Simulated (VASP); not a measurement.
## A VASP study of TiGe (RPBE + D4): structure first, properties next

What structure does TiGe take at this level, and what are its properties? The steps: rough relaxation of the start cell, relaxing cell and atoms (RPBE + D4), single point with fields (RPBE + D4), bands along the symmetry lines (RPBE + D4), density of states (RPBE + D4), volume scan with RPBE + D4, fit for RPBE + D4 and elastic tensor by finite strains (RPBE + D4). The cell is invented: it takes the structure of COD entry 1539492, ZrC (space group 225 there), with all of its atoms replaced by other elements, volume scaled by an estimate. It may not be a known or stable phase.

Program: VASP 6.6.1. Level of theory: RPBE with D4; plane waves and PAW (Ge_d, Ti_sv); invented cell. Results are calculated unless marked as measured.

### 1. The structure

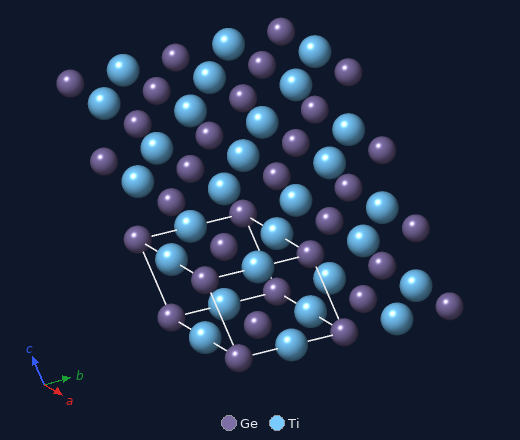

The cell as given, from a free direction (germanium purple, titanium blue). 1×2×3 cells are drawn. This picture shows the conventional cell, with its axes. Some periodic images of atoms are drawn too.

Structure file:

```cif
data_structure
_symmetry_space_group_name_H-M 'P 1'
_symmetry_Int_Tables_number 1
_cell_length_a 3.4745
_cell_length_b 3.4745
_cell_length_c 3.4745
_cell_angle_alpha 60.000
_cell_angle_beta 60.000
_cell_angle_gamma 60.000
_cell_volume 29.66
loop_
_atom_site_label
_atom_site_type_symbol
_atom_site_fract_x
_atom_site_fract_y
_atom_site_fract_z
_atom_site_occupancy
Ge1 Ge 0.00360 0.99807 0.99935 1
Ti2 Ti 0.49803 0.49990 0.49752 1
```

### 2. Rough relaxation of the start cell

The start is only an estimate, so a cheap relaxation brings it near a minimum before any careful run. RPBE by itself binds more weakly than PBE and expands cells. A dispersion term adds the long-range attraction that semilocal functionals lack. D4 lets the coefficients depend on atomic charges too.

The input, INCAR:

```
SYSTEM = TiGe
PREC = Normal
ENCUT = 410
EDIFF = 1E-05
NELM = 60
ISMEAR = 0
SIGMA = 0.05
LREAL = .FALSE.
ALGO = Fast
GGA = RP
IVDW = 13
NBANDS = 19
LORBIT = 11
LWAVE = .FALSE.
LCHARG = .FALSE.
IBRION = 2
NSW = 40
ISIF = 3
EDIFFG = -0.04
```

The input, POSCAR:

```
TiGe
1.0
    0.0000000000      2.4568300000      2.4568300000
    2.4568300000      0.0000000000      2.4568300000
    2.4568300000      2.4568300000      0.0000000000
Ge Ti
1 1
Direct
    0.0035950000     -0.0019280000     -0.0006550000
    0.4980340000      0.4998960000      0.4975170000
```

The input, KPOINTS:

```
Automatic mesh
0
Gamma
6 6 6
0 0 0
```

The projector-augmented-wave data sets are Ge_d and Ti_sv (PBE family, release 64).

Launch:

```console
mpirun -np 1 vasp_std
```

The program printed:

```text
[banner, memory and clock lines left out]
running    1 mpi-ranks, on    1 nodes
 distrk:  each k-point on    1 cores,    1 groups
 distr:  one band on    1 cores,    1 groups

 POSCAR found type information on POSCAR GeTi
 POSCAR found :  2 types and       2 ions
|                                                                             |
|               ----> ADVICE to this user running VASP <----                  |
|                                                                             |
|     You enforced a specific xc type in the INCAR file but a different       |
|     [... a line on the potential file left out ...]
|     I HOPE YOU KNOW WHAT YOU ARE DOING!                                     |
|                                                                             |

 LDA part: xc-table for (Slater+PW92), standard interpolation
 POSCAR, INCAR and KPOINTS ok, starting setup
 FFT: planning ... GRIDC
 FFT: planning ... GRID_SOFT
 FFT: planning ... GRID
 WAVECAR not read
 entering main loop
       N       E                     dE             d eps       ncg     rms          rms(c)
DAV:   1     0.192697092911E+03    0.19270E+03   -0.12215E+04  2843   0.288E+03
DAV:   2     0.110052196131E+02   -0.18169E+03   -0.17769E+03  2600   0.506E+02
DAV:   3    -0.124004425160E+02   -0.23406E+02   -0.23108E+02  3813   0.135E+02
DAV:   4    -0.137902936056E+02   -0.13899E+01   -0.13775E+01  3478   0.257E+01
DAV:   5    -0.138182466006E+02   -0.27953E-01   -0.27951E-01  3376   0.343E+00    0.130E+01
RMM:   6    -0.119937708019E+02    0.18245E+01   -0.59590E+00  2953   0.200E+01    0.273E+00
RMM:   7    -0.119553036583E+02    0.38467E-01   -0.54559E-01  3030   0.711E+00    0.220E+00
RMM:   8    -0.119721939980E+02   -0.16890E-01   -0.21755E-01  3057   0.446E+00    0.475E-01
RMM:   9    -0.119791687744E+02   -0.69748E-02   -0.83893E-02  3184   0.211E+00    0.414E-01
RMM:  10    -0.119824254743E+02   -0.32567E-02   -0.39332E-02  3317   0.111E+00    0.302E-01
RMM:  11    -0.119847438585E+02   -0.23184E-02   -0.24128E-02  3402   0.730E-01    0.250E-01
RMM:  12    -0.119856958848E+02   -0.95203E-03   -0.14370E-02  3134   0.685E-01    0.896E-02
RMM:  13    -0.119866414508E+02   -0.94557E-03   -0.96386E-03  2946   0.376E-01    0.102E-01
RMM:  14    -0.119872508962E+02   -0.60945E-03   -0.60691E-03  2749   0.303E-01    0.669E-02
RMM:  15    -0.119876497969E+02   -0.39890E-03   -0.43304E-03  2743   0.236E-01    0.165E-02
RMM:  16    -0.119879428318E+02   -0.29303E-03   -0.30194E-03  2259   0.170E-01    0.299E-02
RMM:  17    -0.119881478900E+02   -0.20506E-03   -0.21278E-03  2027   0.136E-01    0.411E-02
RMM:  18    -0.119882955265E+02   -0.14764E-03   -0.15317E-03  1964   0.114E-01    0.544E-02
RMM:  19    -0.119883965786E+02   -0.10105E-03   -0.10759E-03  1937   0.988E-02    0.499E-02
RMM:  20    -0.119884690718E+02   -0.72493E-04   -0.78193E-04  1968   0.864E-02    0.490E-02
RMM:  21    -0.119885209211E+02   -0.51849E-04   -0.55554E-04  1878   0.735E-02    0.544E-02
RMM:  22    -0.119885604548E+02   -0.39534E-04   -0.41333E-04  1691   0.623E-02    0.625E-02
RMM:  23    -0.119885877669E+02   -0.27312E-04   -0.29768E-04  1733   0.570E-02    0.668E-02
RMM:  24    -0.119886082390E+02   -0.20472E-04   -0.22179E-04  1659   0.480E-02    0.707E-02
RMM:  25    -0.119886233562E+02   -0.15117E-04   -0.16076E-04  1632   0.424E-02    0.749E-02
RMM:  26    -0.119886344680E+02   -0.11112E-04   -0.12242E-04  1569   0.376E-02    0.781E-02
RMM:  27    -0.119886417563E+02   -0.72883E-05   -0.85922E-05  1526   0.338E-02
   1 F= -.13339938E+02 E0= -.13339152E+02  d E =-.133399E+02
 curvature:   0.00 expect dE= 0.000E+00 dE for cont linesearch  0.000E+00
 trial: gam= 0.00000 g(F)=  0.863E-02 g(S)=  0.101E+01 ort = 0.000E+00 (trialstep = 0.100E+01)
 search vector abs. value=  0.102E+01
 bond charge predicted
       N       E                     dE             d eps       ncg     rms          rms(c)
DAV:   1    -0.373538863819E+02   -0.25365E+02   -0.47470E+02  4031   0.429E+02    0.446E+01
RMM:   2    -0.204197802540E+02    0.16934E+02   -0.79454E+01  3101   0.952E+01    0.150E+01
RMM:   3    -0.114199859494E+02    0.89998E+01   -0.18168E+01  3100   0.454E+01    0.733E+00
RMM:   4    -0.115568513618E+02   -0.13687E+00   -0.11404E+01  3034   0.264E+01    0.522E+00
RMM:   5    -0.122553771930E+02   -0.69853E+00   -0.74632E+00  3117   0.221E+01    0.579E+00
RMM:   6    -0.119899328527E+02    0.26544E+00   -0.34724E+00  3272   0.107E+01    0.271E+00
RMM:   7    -0.121633878566E+02   -0.17346E+00   -0.21239E+00  3277   0.867E+00    0.177E+00
RMM:   8    -0.122191715076E+02   -0.55784E-01   -0.11814E+00  3095   0.567E+00    0.791E-01
RMM:   9    -0.122771607080E+02   -0.57989E-01   -0.62194E-01  3328   0.294E+00    0.583E-01
RMM:  10    -0.123220065453E+02   -0.44846E-01   -0.44720E-01  3174   0.237E+00    0.343E-01
RMM:  11    -0.123485598311E+02   -0.26553E-01   -0.27838E-01  3428   0.160E+00    0.301E-01
RMM:  12    -0.123684711006E+02   -0.19911E-01   -0.20501E-01  3448   0.104E+00    0.385E-01
RMM:  13    -0.123798739238E+02   -0.11403E-01   -0.12004E-01  3178   0.827E-01    0.546E-01
RMM:  14    -0.123884188557E+02   -0.85449E-02   -0.91055E-02  2917   0.622E-01    0.603E-01
RMM:  15    -0.123938633356E+02   -0.54445E-02   -0.54443E-02  2897   0.527E-01    0.706E-01
RMM:  16    -0.123977974546E+02   -0.39341E-02   -0.41238E-02  2574   0.414E-01    0.765E-01
RMM:  17    -0.123999805217E+02   -0.21831E-02   -0.24586E-02  2408   0.334E-01    0.791E-01
RMM:  18    -0.124023420700E+02   -0.23615E-02   -0.19364E-02  2768   0.323E-01    0.890E-01
RMM:  19    -0.124052887586E+02   -0.29467E-02   -0.13123E-02  3139   0.368E-01    0.111E+00
RMM:  20    -0.124058300987E+02   -0.54134E-03   -0.90213E-03  2642   0.225E-01    0.112E+00
WARNING in EDDRMM: call to ZHEGV failed, returncode =   6  3     13
RMM:  21    -0.124057099896E+02    0.12011E-03   -0.54546E-03  2512   0.175E-01    0.109E+00
RMM:  22    -0.124026917570E+02    0.30182E-02   -0.39577E-03  3389   0.371E-01    0.822E-01
RMM:  23    -0.124011556811E+02    0.15361E-02   -0.27281E-03  3414   0.326E-01    0.592E-01
RMM:  24    -0.124004754847E+02    0.68020E-03   -0.16027E-03  3190   0.243E-01    0.416E-01
RMM:  25    -0.124000398141E+02    0.43567E-03   -0.12949E-03  3115   0.245E-01    0.223E-01
RMM:  26    -0.123999640006E+02    0.75813E-04   -0.79197E-04  2980   0.180E-01    0.918E-02
RMM:  27    -0.123999892079E+02   -0.25207E-04   -0.41750E-04  2725   0.117E-01    0.230E-02
RMM:  28    -0.124000104842E+02   -0.21276E-04   -0.19248E-04  2185   0.653E-02    0.534E-03
RMM:  29    -0.124000238573E+02   -0.13373E-04   -0.12208E-04  1912   0.426E-02    0.108E-02
RMM:  30    -0.124000312823E+02   -0.74250E-05   -0.78222E-05  1783   0.342E-02
   2 F= -.13445109E+02 E0= -.13443988E+02  d E =-.105171E+00
[...]
WARNING in EDDRMM: call to ZHEGV failed, returncode =   8  4     10
[...]
3 F= -.13604482E+02 E0= -.13603263E+02  d E =-.264545E+00
[...]
4 F= -.13604717E+02 E0= -.13603508E+02  d E =-.264779E+00
 curvature:  -0.26 expect dE=-0.496E-04 dE for cont linesearch -0.327E-05
 ZBRENT: accuracy reached
 trial: gam=-0.00330 g(F)=  0.182E-03 g(S)=  0.580E-05 ort = 0.355E-02 (trialstep = 0.906E+00)
 search vector abs. value=  0.176E-03
 bond charge predicted
       N       E                     dE             d eps       ncg     rms          rms(c)
DAV:   1    -0.124257810194E+02    0.31149E-03   -0.24941E-02  3115   0.264E+00    0.330E-02
RMM:   2    -0.124258853238E+02   -0.10430E-03   -0.12015E-03  2952   0.357E-01    0.185E-02
RMM:   3    -0.124259023103E+02   -0.16986E-04   -0.20637E-04  2835   0.159E-01    0.108E-02
RMM:   4    -0.124259070154E+02   -0.47051E-05   -0.48411E-05  2385   0.802E-02
   5 F= -.13604821E+02 E0= -.13603612E+02  d E =-.103857E-03
 trial-energy change:   -0.000104  1 .order   -0.000079   -0.000160    0.000002
 step:   0.8969(harm=  0.8969)  dis= 0.00164  next Energy=   -13.604796 (dE=-0.790E-04)
 reached required accuracy - stopping structural energy minimisation
```

Elapsed: 2.9 min, on 1 MPI rank of AMD EPYC 7R43, shared host; peak memory 0.11 GiB.

The logs omit lines about the potential files and the build; timing stands in the text.

From OUTCAR (step 2):

```text
ion  position               nearest neighbor table
   1  0.004  0.998  0.999-   2 2.44   2 2.45   2 2.46   2 2.46   2 2.47   2 2.48
   2  0.498  0.500  0.498-   1 2.44   1 2.45   1 2.46   1 2.46   1 2.47   1 2.48

  LATTYP: Found a face centered cubic cell.
 ALAT       =     4.9136600000

 Subroutine GETGRP returns: Found  2 space group operations
 (whereof  1 operations were pure point group operations)

The static configuration has the point symmetry C_1 .
 The point group associated with its full space group is C_1h.

 Found     68 irreducible k-points:

   k-points           NKPTS =     68   k-points in BZ     NKDIM =     68   number of bands    NBANDS=     19

   dimension x,y,z NGX =    18 NGY =   18 NGZ =   18
   dimension x,y,z NGXF=    36 NGYF=   36 NGZF=   36

   ENCUT  =  410.0 eV  30.13 Ry    5.49 a.u.   5.74  5.74  5.74*2*pi/ulx,y,z

   NELECT =      26.0000    total number of electrons

 k-points in reciprocal lattice and weights: Automatic mesh
   0.00000000  0.00000000  0.00000000       0.005
   0.16666667  0.00000000  0.00000000       0.019
   0.00000000  0.16666667  0.00000000       0.019
   0.33333333  0.00000000  0.00000000       0.019
   0.00000000  0.33333333  0.00000000       0.019
   0.50000000  0.00000000  0.00000000       0.009
   0.00000000  0.50000000  0.00000000       0.009
   0.16666667  0.16666667  0.00000000       0.009
   0.00000000  0.16666667  0.16666667       0.009
[...]
-0.33333333  0.16666667  0.50000000       0.009
   0.16666667  0.50000000 -0.33333333       0.009

 average (electrostatic) potential at core
       1 -70.7060       2 -73.2829

 E-fermi :   7.9388

 k-point     1 :       0.0000    0.0000    0.0000
  band No.  band energies     occupation
    ...
      6     -15.9341      2.00000
      7     -15.8928      2.00000
      8     -15.8927      2.00000
      9     -15.8925      2.00000
     10      -2.8955      2.00000
     11       8.1331      0.00000
     12       8.1344      0.00000
     13       8.1354      0.00000
     14       8.5675      0.00000
     15       8.5679      0.00000
    ...

 k-point     2 :       0.1667    0.0000    0.0000
  band No.  band energies     occupation
    ...
      9     -15.8892      2.00000
     10      -2.4360      2.00000
     11       7.0824      2.00000
     12       7.5920      2.00000
     13       7.5938      2.00000
     14       8.4990      0.00000
     15       8.4998      0.00000
     16      10.4536      0.00000
     17      12.5035      0.00000
     18      12.5058      0.00000
    ...

 k-point     3 :       0.0000    0.1667    0.0000
  band No.  band energies     occupation
    ...
      9     -15.8893      2.00000
     10      -2.4363      2.00000
     11       7.0802      2.00000
     12       7.5929      2.00000
     13       7.5943      2.00000
     14       8.4998      0.00000
     15       8.5005      0.00000
     16      10.4525      0.00000
     17      12.5046      0.00000
     18      12.5065      0.00000
    ...

  DFT-D4 for vdW energy calculation

  Edisp (eV):   -1.17891

  Total       0.00920     0.00410     0.00736    -0.00000    -0.00643    -0.00000
  in kB       0.43237     0.19250     0.34599    -0.00000    -0.30224    -0.00000
  external pressure =        0.32 kB  Pullay stress =        0.00 kB

  energy-cutoff  :      410.00
  volume of cell :       34.09
      direct lattice vectors                 reciprocal lattice vectors
     0.000000000  2.573163061  2.572961122    -0.194293742  0.194313381  0.194328621
     2.573423076 -0.000485384  2.573446541     0.194293742 -0.194240090  0.194255335
     2.573423076  2.573648446 -0.000485419     0.194293742  0.194240090 -0.194255335

 POSITION                                       TOTAL-FORCE (eV/Angst)
 -----------------------------------------------------------------------------------
      5.14020      2.57144      2.57256         0.000000      0.000206      0.000092
      2.56677      2.57100      2.57233        -0.000000     -0.000206     -0.000092
 -----------------------------------------------------------------------------------
    total drift:                                0.017148      0.000086      0.000105

  FREE ENERGIE OF THE ION-ELECTRON SYSTEM (eV)
  ---------------------------------------------------
  free  energy   TOTEN  =       -13.6048206767 eV

  energy  without entropy=      -13.6024024236  energy(sigma->0) =      -13.60361155

 reached required accuracy - stopping structural energy minimisation

 total charge
# of ion       s       p       d       tot
------------------------------------------
    1        1.168   1.387  10.010  12.565
    2        2.157   6.116   1.978  10.252
--------------------------------------------------
tot          3.325   7.503  11.988  22.816

[... 3 further parts left out ...]
```

The k-mesh is coarse for a metal. This relaxation is a rough one on cheap settings, only to bring the start near its minimum. The PAW data sets were made with PBE, which is usual practice but a small mismatch for other functionals. After so large a change of volume the plane waves of the start cell no longer fit, so the final stress carries a basis-set error. Dispersion corrections of this kind ignore metallic screening and tend to overbind metals. The run keeps the 2 symmetry operations of its start, so it cannot find a distortion of lower symmetry.

The steps of the relaxation:

```
step  energy less that of the first step (eV)  largest force (eV/Å)  pressure (GPa)  volume (Å³)
   1                                   0.0000                0.2990           20.19        29.66
   2                                  -0.1052                0.0583          -10.62        38.43
   3                                  -0.2645                0.0358           -0.58        34.25
   4                                  -0.2648                0.0435            0.04        34.10
   5                                  -0.2649                0.0002            0.03        34.09
```

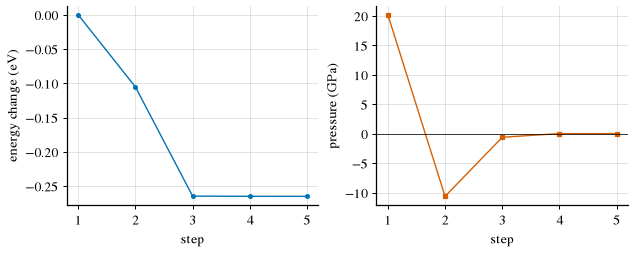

Energy and pressure along the relaxation.

```
     cell as run  before  after   change
           a (Å)   3.474  3.639   +4.7 %
           b (Å)   3.474  3.639   +4.7 %
           c (Å)   3.474  3.640   +4.8 %
           α (°)   60.00  60.01   +0.0 %
volume (Å³/atom)   14.83  17.04  +14.9 %
```

The atoms that moved most (Å, as changes of fractional coordinates times the final cell):

```
atom     dx      dy      dz  length
 Ge1  0.000  -0.009  -0.005   0.010
 Ti2  0.000   0.009   0.005   0.010
```

The relaxed structure:

```
Ge Ti
1.0
     0.00000    2.57316    2.57296
     2.57342   -0.00049    2.57345
     2.57342    2.57365   -0.00049
Ge Ti
1 1
Direct
  0.00088 0.99897 0.99845
  0.50075 0.49900 0.49841
```

This step gave:

* electrons: 26
* bands: 19
* irreducible k-points: 68
* symmetry operations: 2
* free energy (TOTEN): -13.60 eV
* energy at zero smearing: -13.60 eV
* Fermi energy: 7.939 eV
* pressure: 0.03236 GPa
* metallic: yes
* SCF cycles over all ionic steps: 96

It ends with forces under 0.001 eV/Å and a pressure of 0.03 GPa.

(Continued in part 2 of 5.)

[Lines on the potential files, build, host, timing and source positions are cut from VASP's logs without a mark.]

[Logs are printed without paths, hosts, clocks, repeated set-up lines and the standing remarks that a program may print on its own settings, such as how far it seeks lower states.]

[Hosts, paths, dates, database ids (printed as entryN), source tags and the programs' standing remarks are cut or masked in the printed files.]

[A measured line is paired with the nearest computed mode of its activity, which favours agreement.]
